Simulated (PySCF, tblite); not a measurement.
# C₅H₈F₃N: a rotation path, then NMR shifts on frames, part 1 of 2

How do NMR shifts of C₅H₈F₃N (`[H]/N=C(\CCC)C(F)(F)F`) change as the atoms move?

Programs: tblite 0.8.0 and PySCF 2.14.0, with density-fitted response routines of our own. Each step states its level of theory. These are calculated values for one molecule in the gas phase, unless marked as measured. Atoms count from 0, in the outputs and in this text.

## Step 1: The molecule as given

17 atoms, charge 0, multiplicity 1; geometry from: GFN2-xTB.

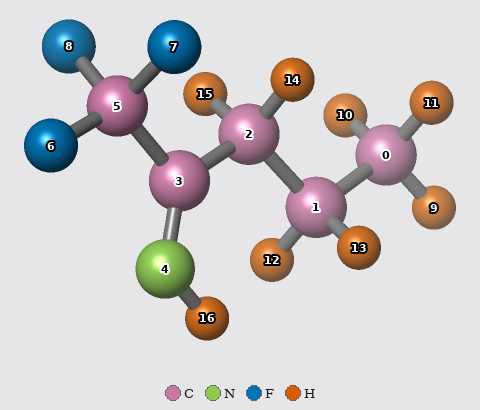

As it starts; carbon pink, nitrogen green, fluorine blue, hydrogen orange, atoms numbered.

## Step 2: A band between two rotamers with GFN2-xTB

What the job is given:

```
{"job": {"kind": "neb", "xc": "GFN2-xTB", "basis": "xTB", "atoms": [0, 1, 2, 3], "turn": 120}, "charge": 0, "multiplicity": 1}
C      2.448664     0.594012     0.247392
C      1.302318    -0.320772    -0.165163
C     -0.047990     0.334484     0.112648
C     -1.224069    -0.525541    -0.244631
N     -1.279873    -1.657846    -0.774595
C     -2.561341     0.111825     0.121581
F     -3.620260    -0.592110    -0.259960
F     -2.659411     0.286460     1.453053
F     -2.684894     1.336690    -0.423213
H      3.404249     0.115255     0.050087
H      2.411176     1.527960    -0.308167
H      2.392653     0.822652     1.309183
H      1.386786    -0.544725    -1.231530
H      1.373489    -1.259575     0.389885
H     -0.129318     0.594324     1.172843
H     -0.132690     1.270283    -0.449589
H     -0.386486    -2.081347    -1.009734
```

With the program's defaults for keys left out, this is: GFN2-xTB climbing-image nudged elastic band, gas phase.

On the command line:

```
OMP_NUM_THREADS=1 python probes_run.py task.json out
```

This one command runs all jobs of the session in turn.

What it wrote:

```text
image   E - E0 / eV
  0      -0.0000
  1       0.0181
  2       0.0554
  3       0.0956
  4       0.1190
  5       0.1124
  6       0.0783
  7       0.0356
  8       0.0154
```

Wall time 1.6 s (1 thread of AMD EPYC 9R45, shared host); peak memory 0.18 GiB.

The final band, with the dihedral C0–C1–C2–C3:

| image | dihedral (°) | energy (eV) | energy (kcal/mol) |
| --- | --- | --- | --- |
| 0 | -179 | 0.000 | 0.0 |
| 1 | -165 | 0.018 | 0.4 |
| 2 | -151 | 0.055 | 1.3 |
| 3 | -138 | 0.096 | 2.2 |
| 4 | -124 | 0.119 | 2.7 |
| 5 | -111 | 0.112 | 2.6 |
| 6 | -98 | 0.078 | 1.8 |
| 7 | -85 | 0.036 | 0.8 |
| 8 | -73 | 0.015 | 0.4 |

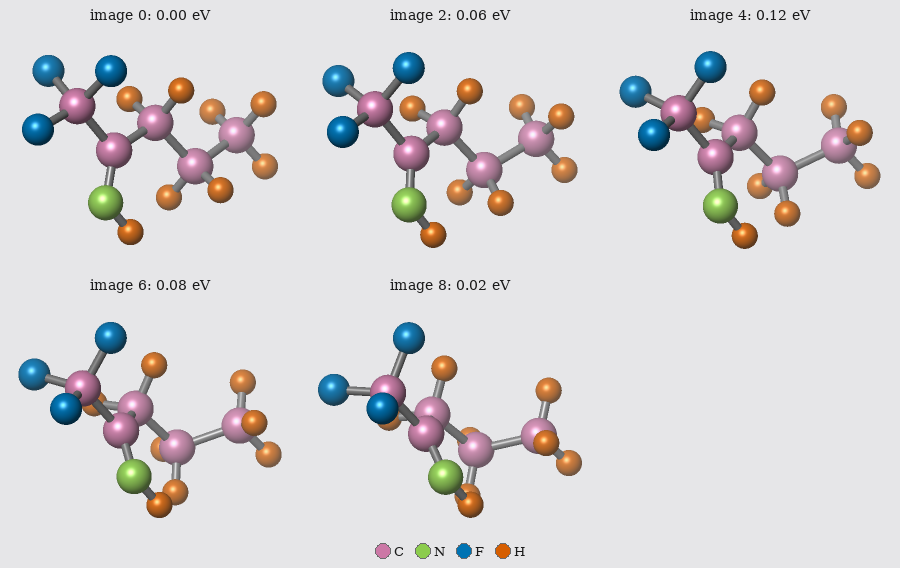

Images along the band.

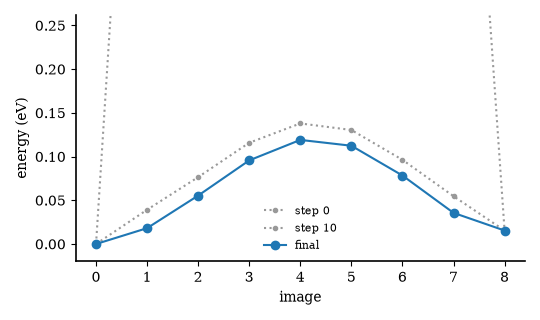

Energy along the band, early and final.

## Step 3: Nuclear shieldings: image 0, PBE0/pcSseg-1

What the job is given:

```
{"job": {"kind": "nmr", "xc": "PBE0", "basis": "pcSseg-1", "pop": false}, "charge": 0, "multiplicity": 1}
C      2.448700     0.594000     0.247400
C      1.302300    -0.320800    -0.165200
C     -0.048000     0.334500     0.112600
C     -1.224100    -0.525500    -0.244600
N     -1.279900    -1.657800    -0.774600
C     -2.561300     0.111800     0.121600
F     -3.620300    -0.592100    -0.260000
F     -2.659400     0.286500     1.453100
F     -2.684900     1.336700    -0.423200
H      3.404200     0.115300     0.050100
H      2.411200     1.528000    -0.308200
H      2.392700     0.822700     1.309200
H      1.386800    -0.544700    -1.231500
H      1.373500    -1.259600     0.389900
H     -0.129300     0.594300     1.172800
H     -0.132700     1.270300    -0.449600
H     -0.386500    -2.081300    -1.009700
```

Level: GIAO PBE0/pcSseg-1 NMR shielding, non-relativistic, gas phase.

What it wrote:

```text
coarse grid: 14712 points
cycle   1  E = -548.7565467126  dE =  1.283e+00  |g| = 9.623e-01  |ddm| = 3.645e+00
cycle   2  E = -548.5333957023  dE =  2.232e-01  |g| = 1.523e+00  |ddm| = 1.523e+00
cycle   3  E = -548.9203790869  dE = -3.870e-01  |g| = 1.548e-01  |ddm| = 9.785e-01
cycle   4  E = -548.9245550521  dE = -4.176e-03  |g| = 8.118e-02  |ddm| = 1.799e-01
cycle   5  E = -548.9259078420  dE = -1.353e-03  |g| = 1.721e-02  |ddm| = 8.561e-02
cycle   6  E = -548.9259655508  dE = -5.771e-05  |g| = 3.593e-03  |ddm| = 1.745e-02
cycle   7  E = -548.9259682667  dE = -2.716e-06  |g| = 5.401e-04  |ddm| = 3.146e-03
final grid: 144824 points
cycle   8  E = -548.9975102464  dE = -6.727e-05  |g| = 9.243e-03  |ddm| = 3.780e-02
cycle   9  E = -548.9975036180  dE =  6.628e-06  |g| = 1.115e-02  |ddm| = 1.568e-02
cycle  10  E = -548.9975302417  dE = -2.662e-05  |g| = 8.816e-04  |ddm| = 8.083e-03
cycle  11  E = -548.9975303548  dE = -1.131e-07  |g| = 3.258e-04  |ddm| = 7.911e-04
cycle  12  E = -548.9975303706  dE = -1.583e-08  |g| = 1.586e-04  |ddm| = 3.958e-04
cycle  13  E = -548.9975303755  dE = -4.938e-09  |g| = 3.733e-05  |ddm| = 1.546e-04
cycle  14  E = -548.9975303758  dE = -2.740e-10  |g| = 8.690e-06  |ddm| = 3.170e-05
converged SCF energy = -548.9975303758

GIAO shielding tensors (ppm)
atom      isotropic    diamagn.    paramagn.     s11        s22        s33       span
  0 C      171.376     244.977     -73.601    161.806    164.703    187.619     25.813
  1 C      167.253     249.459     -82.206    164.258    167.621    169.879      5.621
  2 C      149.002     254.832    -105.830    134.942    136.593    175.471     40.530
  3 C       11.979     255.765    -243.787   -110.280     34.392    111.823    222.103
  4 N      -87.005     323.125    -410.130   -451.924    -73.839    264.750    716.674
  5 C       57.152     244.772    -187.620     48.269     51.294     71.892     23.623
  6 F      272.839     465.180    -192.341    193.406    284.519    340.592    147.186
  7 F      257.333     474.224    -216.890    169.581    254.419    348.000    178.419
  8 F      258.492     474.769    -216.278    171.911    256.087    347.477    175.566
  9 H       30.267      27.624       2.643     25.355     27.602     37.843     12.488
 10 H       30.669      29.262       1.407     26.348     28.784     36.874     10.526
 11 H       30.683      29.315       1.368     26.314     28.889     36.846     10.532
 12 H       30.332      32.935      -2.603     25.379     29.944     35.674     10.295
 13 H       30.398      32.945      -2.548     25.519     30.003     35.670     10.151
 14 H       29.295      33.455      -4.160     24.003     30.590     33.293      9.290
 15 H       29.242      33.286      -4.044     23.943     30.561     33.222      9.280
 16 H       20.021      35.306     -15.285      9.309     22.793     27.961     18.652
```

Run time: 14 s. Hardware: 1 thread of AMD EPYC 9R45, shared host; peak memory 0.85 GiB.

The references, computed at this level on geometries of the same kind, shield at (ppm): 1H TMS 31.72, 13C TMS 186.9, 19F CFCl3 170.9, 15N NH3 267.7. Their shielding less the atom's gives the shift. The references are single molecules in the gas phase, so shifts against H2O, NH3, PH3, H3PO4 or CFCl3 are not on the usual liquid scales and can be off by tens of ppm. Each atom is listed at this fixed geometry, with no averaging over motion; a spectrum would average atoms that exchange fast.

| atoms | environment | σ (ppm) | δ (ppm) |
| --- | --- | --- | --- |
| C3 | carbon bonded to 2 C, N | 12.0 | 174.9 |
| C5 | carbon bonded to C, 3 F | 57.2 | 129.8 |
| C2 | carbon bonded to 2 C, 2 H | 149.0 | 37.9 |
| C1 | carbon bonded to 2 C, 2 H | 167.3 | 19.7 |
| C0 | carbon bonded to C, 3 H | 171.4 | 15.5 |
| H16 | hydrogen on a nitrogen bonded to C | 20.02 | 11.70 |
| H15 | hydrogen on a carbon bonded to 2 C | 29.24 | 2.47 |
| H14 | hydrogen on a carbon bonded to 2 C | 29.30 | 2.42 |
| H9 | hydrogen on a carbon bonded to C | 30.27 | 1.45 |
| H12 | hydrogen on a carbon bonded to 2 C | 30.33 | 1.38 |
| H13 | hydrogen on a carbon bonded to 2 C | 30.40 | 1.32 |
| H10 | hydrogen on a carbon bonded to C | 30.67 | 1.05 |
| H11 | hydrogen on a carbon bonded to C | 30.68 | 1.03 |
| N4 | nitrogen bonded to C, H | -87.0 | 354.7 |
| F7 | fluorine bonded to C | 257.3 | -86.4 |
| F8 | fluorine bonded to C | 258.5 | -87.5 |
| F6 | fluorine bonded to C | 272.8 | -101.9 |

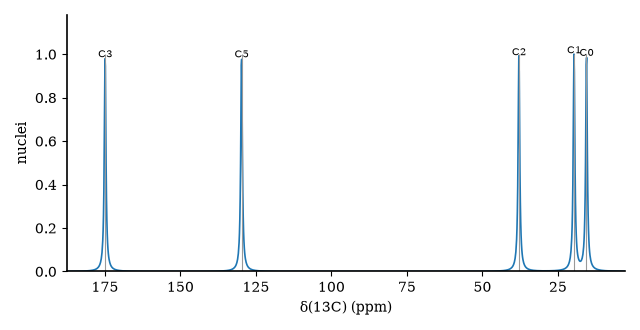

13C lines at the computed shifts, without couplings. Lines are broadened to a width of 0.64 ppm (Lorentzian).

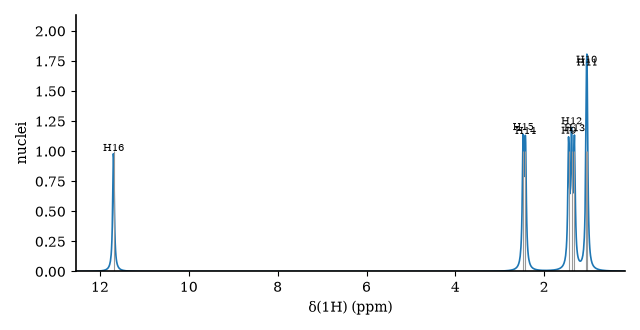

1H lines at the computed shifts, without couplings. Lines are broadened to a width of 0.04 ppm (Lorentzian).

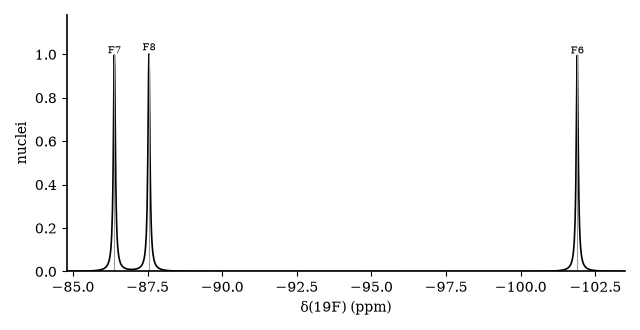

19F lines at the computed shifts, without couplings. Lines are broadened to a width of 0.08 ppm (Lorentzian).

## Step 4: NMR shieldings: image 2, PBE0/pcSseg-1

What the job is given:

```
{"job": {"kind": "nmr", "xc": "PBE0", "basis": "pcSseg-1", "pop": false}, "charge": 0, "multiplicity": 1}
C      2.423200     0.502600     0.396800
C      1.314200    -0.208200    -0.366500
C     -0.054100     0.410900    -0.077700
C     -1.208800    -0.542400    -0.195600
N     -1.263300    -1.745800    -0.532800
C     -2.543400     0.097500     0.179000
F     -3.590400    -0.701400     0.011200
F     -2.549600     0.491200     1.466200
F     -2.772700     1.207100    -0.547900
H      3.379600     0.027100     0.200200
H      2.490300     1.546000     0.100600
H      2.236300     0.459700     1.467500
H      1.519700    -0.159600    -1.437300
H      1.315500    -1.261100    -0.073800
H     -0.075500     0.820200     0.937800
H     -0.247400     1.249200    -0.754100
H     -0.380400    -2.181100    -0.783400
```

With the program's defaults for keys left out, this is: GIAO PBE0/pcSseg-1 NMR shielding, non-relativistic, gas phase.

What it wrote:

```text
coarse grid: 14712 points
cycle   1  E = -548.7546443621  dE =  1.286e+00  |g| = 9.621e-01  |ddm| = 3.632e+00
cycle   2  E = -548.5318773351  dE =  2.228e-01  |g| = 1.522e+00  |ddm| = 1.522e+00
cycle   3  E = -548.9183277609  dE = -3.865e-01  |g| = 1.549e-01  |ddm| = 9.755e-01
cycle   4  E = -548.9225180375  dE = -4.190e-03  |g| = 8.128e-02  |ddm| = 1.789e-01
cycle   5  E = -548.9238745218  dE = -1.356e-03  |g| = 1.722e-02  |ddm| = 8.581e-02
cycle   6  E = -548.9239322786  dE = -5.776e-05  |g| = 3.625e-03  |ddm| = 1.742e-02
cycle   7  E = -548.9239350559  dE = -2.777e-06  |g| = 5.347e-04  |ddm| = 3.211e-03
final grid: 144824 points
cycle   8  E = -548.9948522423  dE = -6.011e-05  |g| = 8.717e-03  |ddm| = 3.250e-02
cycle   9  E = -548.9948462435  dE =  5.999e-06  |g| = 1.064e-02  |ddm| = 1.503e-02
cycle  10  E = -548.9948697788  dE = -2.354e-05  |g| = 8.781e-04  |ddm| = 7.665e-03
cycle  11  E = -548.9948698945  dE = -1.157e-07  |g| = 3.190e-04  |ddm| = 7.800e-04
cycle  12  E = -548.9948699100  dE = -1.544e-08  |g| = 1.529e-04  |ddm| = 3.715e-04
cycle  13  E = -548.9948699145  dE = -4.550e-09  |g| = 3.673e-05  |ddm| = 1.491e-04
cycle  14  E = -548.9948699148  dE = -2.633e-10  |g| = 8.065e-06  |ddm| = 3.046e-05
converged SCF energy = -548.9948699148

GIAO shielding tensors (ppm)
atom      isotropic    diamagn.    paramagn.     s11        s22        s33       span
  0 C      170.379     245.692     -75.313    154.334    169.749    187.053     32.719
  1 C      169.286     248.620     -79.335    164.562    169.793    173.502      8.940
  2 C      150.080     254.094    -104.014    130.032    143.882    176.327     46.296
  3 C       12.955     255.679    -242.724   -108.757     35.901    111.721    220.478
  4 N      -84.487     322.715    -407.203   -445.713    -77.630    269.881    715.594
  5 C       57.162     244.874    -187.712     48.328     51.113     72.046     23.718
  6 F      271.637     465.294    -193.657    192.566    282.449    339.895    147.329
  7 F      257.699     474.475    -216.777    170.073    254.105    348.919    178.846
  8 F      258.618     474.390    -215.772    172.006    256.389    347.459    175.453
  9 H       30.356      27.850       2.506     25.401     27.616     38.051     12.650
 10 H       30.503      29.186       1.317     26.180     28.628     36.702     10.522
 11 H       30.882      29.872       1.011     26.644     29.198     36.805     10.161
 12 H       30.326      31.821      -1.495     25.627     28.733     36.618     10.991
 13 H       30.321      33.692      -3.371     24.808     30.752     35.405     10.597
 14 H       29.530      33.653      -4.124     23.643     31.449     33.496      9.853
 15 H       28.910      32.526      -3.616     23.465     29.920     33.344      9.880
 16 H       19.959      35.133     -15.175      9.356     22.588     27.932     18.576
```

It took 14 s on 1 thread of AMD EPYC 9R45, shared host; peak memory 0.91 GiB.

In short: δ C3 174.0, C5 129.8, C2 36.8, C1 17.6, H16 11.76, H15 2.81 ppm.

(Continued in part 2 of 2.)
